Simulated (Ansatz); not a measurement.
The starting structures come from a database of crystals and need not be the phases stable at ambient conditions.

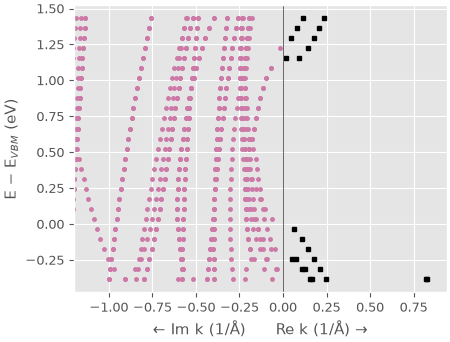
Complex bands at the centre of the two-dimensional zone; r2SCAN run with Ansatz (a program for electronic structure)

The gap is the functional's own, uncorrected, and κ follows it; spin-orbit coupling is left out. Mid-gap values are interpolated between the computed energies.

### Question
This is YAgTe₂ (P-42_1m, not sure to be the ambient phase, 8 atoms a cell, 29.9 Å³ an atom) along the normal of (111). Read off the slowest decay at the centre of the two-dimensional zone at 0.59 eV, the computed energy nearest the middle of the gap.

### Answer
κ ≈ 0.18 1/Å, a decay length 1/(2κ) of the density of 2.8 Å.
